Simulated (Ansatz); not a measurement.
**BSi₂ (quartet): RPA-PBE over vertical spin and charge gaps, cc-pVTZ**

How well do these functionals follow the top wave-function level for BSi₂ (quartet) over vertical spin and charge gaps?

Method: cc-pVTZ, all electrons in the functionals, frozen cores in the correlation of double hybrids and RPA; program: Ansatz 0.2.0, Gaussian basis.

To be run: RPA-PBE, at charge 0, quartet; charge 0, doublet; charge 0, sextet; charge 1, triplet; charge 1, quintet.

5 further runs of the same task are left out: 5 set aside as unsound or not needed.

### Step 1. The system

The geometry is a PBE0/def2-TZVP stationary point (not a proven minimum).

3 atoms, charge 0, spin multiplicity 4.

Atoms are counted from 1 here; the program's logs count them from 0.

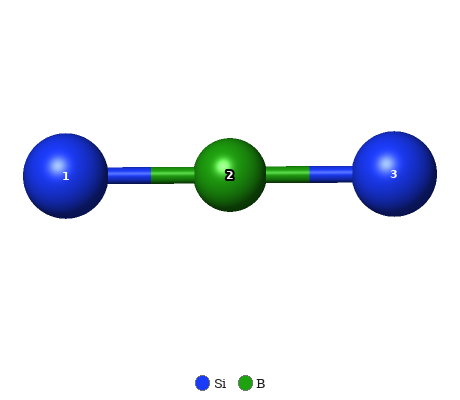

The geometry (silicon blue, boron green); atoms are numbered from 1 in the order of the file.

No dispersion term is added.

The geometry shown and the zero of energy belong to the point charge 0, quartet. The yardstick, UCCSD(T), and other wave-function levels (R restricted, U unrestricted, valence and pair active spaces) come from earlier runs.

### Step 2. RPA-PBE, charge 0, quartet

Contents of in.yaml:

```yaml
crystal:
  periodic: [false, false, false]
  atoms:
    - {symbol: Si, position_ang: [0.000000, 0.000000, 1.954501]}
    - {symbol: B, position_ang: [0.000000, 0.000000, 0.000000]}
    - {symbol: Si, position_ang: [0.000000, 0.000000, -1.954501]}
basis:
  gaussian: {orbitals: cc-pVTZ}
magnetization: {spin_polarized: true, initial_magnetization: 3}
hamiltonian: {xc: {name: PBE}}
correlation: {method: rpa, electrons: outside_noble_gas}
```

Launch:

```bash
> ansatz run in.yaml --threads 2 --pin off --events-out ev --progress --plain --max-ram 24576MiB --backend cuda --devices 0, --max-vram 18GiB
```

The log of the run:

```text
Functional definition: PBE
  name "PBE"
  cite "Perdew, Burke & Ernzerhof, Phys. Rev. Lett. 77, 3865 (1996) doi:10.1103/PhysRevLett.77.3865"
  parent pbe
  parameter kappa = 0.804
  parameter beta = 0.06672455060314922
  exchange = pbe_x(kappa = kappa, mu = beta*pi^2/3)
  correlation = pbe_c(beta = beta)
599 factors; integrals over basis functions are off by at most 1.2e-3 eV
mean field evaluation 1: about -16409.9545 eV, gradient 3.0e1 eV
mean field evaluation 2: about -16409.9523 eV, gradient 3.0e1 eV
mean field evaluation 4: about -16416.5002 eV, gradient 5.8e0 eV
mean field evaluation 8: about -16417.0328 eV, gradient 2.2e-1 eV
mean field evaluation 16: about -16417.0317 eV, gradient 2.6e-4 eV
mean field evaluation 32: about -16416.1134 eV, gradient 5.5e0 eV
mean field evaluation 64: about -16416.9556 eV, gradient 2.4e0 eV
mean field evaluation 96: about -16416.4864 eV, gradient 1.9e-5 eV
mean field evaluation 128: about -16417.0210 eV, gradient 1.6e-1 eV
mean field evaluation 160: about -16416.9888 eV, gradient 2.9e-1 eV
mean field evaluation 192: about -16417.0124 eV, gradient 4.7e-1 eV
mean field -16417.03168145 eV, -603.3147864295 hartree, gradient 3.4e-6 eV, S^2 3.763065; 12 other end points of the search recorded, 0 dependent functions left out
11 core orbitals not correlated: weight in the atoms' cores, before any rotation towards them, 1.000 or more for the frozen orbitals, at most 0.000 for the correlated occupied ones
reference -16391.42009793 eV, -602.3735780955 hartree; 7, 4 occupied and 80, 83 virtual orbitals, 599 factors
Total energy: -16404.10015464 eV, -602.8395615847 hartree
```

Wall time 13 s (1 × H100 (card shared with other runs) with 2 threads of AMD EPYC 7R13, shared host); peak host memory 0.82 GiB.

From the report: ⟨S²⟩ of the determinant 3.763 (pure quartet: 3.75).

### Step 3. RPA-PBE, charge 0, doublet

Edit in.yaml of step 2 so:

```diff
@@ -8,3 +8,3 @@
   gaussian: {orbitals: cc-pVTZ}
-magnetization: {spin_polarized: true, initial_magnetization: 3}
+magnetization: {spin_polarized: true, initial_magnetization: 1}
 hamiltonian: {xc: {name: PBE}}
```

The command is unchanged.

The log of the run, cut to the lines that bear on the results:

```text
Functional definition: PBE
  name "PBE"
  cite "Perdew, Burke & Ernzerhof, Phys. Rev. Lett. 77, 3865 (1996) doi:10.1103/PhysRevLett.77.3865"
  parent pbe
[...]
599 factors; integrals over basis functions are off by at most 1.2e-3 eV
[...]
mean field -16417.85516400 eV, -603.3450488549 hartree, gradient 4.6e-6 eV, S^2 0.753613; 13 other end points of the search recorded, 0 dependent functions left out
11 core orbitals not correlated: weight in the atoms' cores, before any rotation towards them, 1.000 or more for the frozen orbitals, at most 0.000 for the correlated occupied ones
reference -16390.89630043 eV, -602.3543288922 hartree; 6, 5 occupied and 81, 82 virtual orbitals, 599 factors
Total energy: -16404.95074915 eV, -602.8708203561 hartree
```

It took 15 s on 1 × H100 (card shared with other runs) with 2 threads of AMD EPYC 7R13, shared host; peak host memory 0.82 GiB.

From the report: ⟨S²⟩ of the determinant 0.754 (pure doublet: 0.75).

From charge 0, quartet: -82.1 kJ/mol.

### Step 4. RPA-PBE, charge 0, sextet

Edit in.yaml of step 3 so:

```diff
@@ -8,3 +8,3 @@
   gaussian: {orbitals: cc-pVTZ}
-magnetization: {spin_polarized: true, initial_magnetization: 1}
+magnetization: {spin_polarized: true, initial_magnetization: 5}
 hamiltonian: {xc: {name: PBE}}
```

Same command.

The log of the run, cut to the lines that bear on the results:

```text
Functional definition: PBE
  name "PBE"
  cite "Perdew, Burke & Ernzerhof, Phys. Rev. Lett. 77, 3865 (1996) doi:10.1103/PhysRevLett.77.3865"
  parent pbe
[...]
599 factors; integrals over basis functions are off by at most 1.2e-3 eV
[...]
mean field -16416.12319369 eV, -603.2814001201 hartree, gradient 2.8e-6 eV, S^2 8.753840; 4 other end points of the search recorded, 0 dependent functions left out
11 core orbitals not correlated: weight in the atoms' cores, before any rotation towards them, 1.000 or more for the frozen orbitals, at most 0.000 for the correlated occupied ones
reference -16390.18922819 eV, -602.3283444669 hartree; 8, 3 occupied and 79, 84 virtual orbitals, 599 factors
Total energy: -16402.91258375 eV, -602.7959191592 hartree
```

Run time: 5.5 s. Hardware: 1 × H100 (card shared with other runs) with 2 threads of AMD EPYC 7R13, shared host; peak host memory 0.82 GiB.

From the report: ⟨S²⟩ of the determinant 8.754 (pure sextet: 8.75).

From charge 0, quartet: +114.6 kJ/mol.

### Step 5. RPA-PBE, charge 1, triplet

Edit in.yaml of step 4 so:

```diff
@@ -8,3 +8,4 @@
   gaussian: {orbitals: cc-pVTZ}
-magnetization: {spin_polarized: true, initial_magnetization: 5}
+total_charge: 1
+magnetization: {spin_polarized: true, initial_magnetization: 2}
 hamiltonian: {xc: {name: PBE}}
```

The command is unchanged.

The log of the run, cut to the lines that bear on the results:

```text
Functional definition: PBE
  name "PBE"
  cite "Perdew, Burke & Ernzerhof, Phys. Rev. Lett. 77, 3865 (1996) doi:10.1103/PhysRevLett.77.3865"
  parent pbe
[...]
599 factors; integrals over basis functions are off by at most 1.2e-3 eV
[...]
mean field -16410.04167271 eV, -603.0579083465 hartree, gradient 1.6e-6 eV, S^2 2.007723; 12 other end points of the search recorded, 0 dependent functions left out
11 core orbitals not correlated: weight in the atoms' cores, before any rotation towards them, 1.000 or more for the frozen orbitals, at most 0.000 for the correlated occupied ones
reference -16384.81614088 eV, -602.1308871501 hartree; 6, 4 occupied and 81, 83 virtual orbitals, 599 factors
Total energy: -16397.01903480 eV, -602.5793352303 hartree
```

It took 13 s on 1 × H100 (card shared with other runs) with 2 threads of AMD EPYC 7R13, shared host; peak host memory 0.83 GiB.

From the report: ⟨S²⟩ of the determinant 2.008 (pure triplet: 2.00).

From charge 0, quartet: +683.2 kJ/mol.

### Step 6. RPA-PBE, charge 1, quintet

Edit in.yaml of step 5 so:

```diff
@@ -9,3 +9,3 @@
 total_charge: 1
-magnetization: {spin_polarized: true, initial_magnetization: 2}
+magnetization: {spin_polarized: true, initial_magnetization: 4}
 hamiltonian: {xc: {name: PBE}}
```

Launched as before.

The log of the run, cut to the lines that bear on the results:

```text
Functional definition: PBE
  name "PBE"
  cite "Perdew, Burke & Ernzerhof, Phys. Rev. Lett. 77, 3865 (1996) doi:10.1103/PhysRevLett.77.3865"
  parent pbe
[...]
599 factors; integrals over basis functions are off by at most 1.2e-3 eV
[...]
mean field -16408.90770741 eV, -603.0162358902 hartree, gradient 1.0e-6 eV, S^2 6.003436; 7 other end points of the search recorded, 0 dependent functions left out
11 core orbitals not correlated: weight in the atoms' cores, before any rotation towards them, 1.000 or more for the frozen orbitals, at most 0.000 for the correlated occupied ones
reference -16383.43699360 eV, -602.0802044222 hartree; 7, 3 occupied and 80, 84 virtual orbitals, 599 factors
Total energy: -16395.60438863 eV, -602.5273479423 hartree
```

It took 11 s on 1 × H100 (card shared with other runs) with 2 threads of AMD EPYC 7R13, shared host; peak host memory 0.82 GiB.

From the report: ⟨S²⟩ of the determinant 6.003 (pure quintet: 6.00).

From charge 0, quartet: +819.7 kJ/mol.

### Step 7. The comparison

No level is safe as a reference over these points; UCCSD(T) serves as a yardstick only. It comes from earlier runs at the same points. Energies in kJ/mol, counted from charge 0, quartet; blanks weren't run or aren't comparable.

```
   level  quartet to doublet  quartet to sextet  ionisation to the triplet cation  ionisation to the quintet cation
UCCSD(T)               -67.1               99.5                             669.1                             794.0
 RPA-PBE               -82.1              114.6                             683.2                             819.7
```

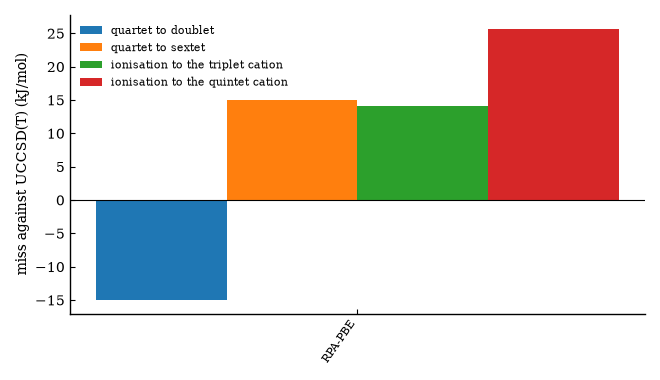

Misses of the gaps against UCCSD(T).

Largest miss and mean time a point (UCCSD(T) took 24 s a point; shared hosts):

```
  level  largest miss (kJ/mol)                             where  time a point
RPA-PBE                  +25.7  ionisation to the quintet cation          11 s
```

### Step 8. What came out

```
                                  quantity                                            value
              quartet to doublet, UCCSD(T)                                     -67.1 kJ/mol
               quartet to sextet, UCCSD(T)                                      99.5 kJ/mol
ionisation to the triplet cation, UCCSD(T)                                     669.1 kJ/mol
ionisation to the quintet cation, UCCSD(T)                                     794.0 kJ/mol
                     largest miss, RPA-PBE  +25.7 kJ/mol (ionisation to the quintet cation)
```

**Reading.** RPA-PBE strays by up to 25.7 kJ/mol, at ionisation to the quintet cation. Functionals and the yardstick converge differently with the basis, so part of each miss in cc-pVTZ is the basis. The yardstick itself may be off where one determinant is a poor start. The program flags that the yardstick's amplitudes may have other solutions at some points.
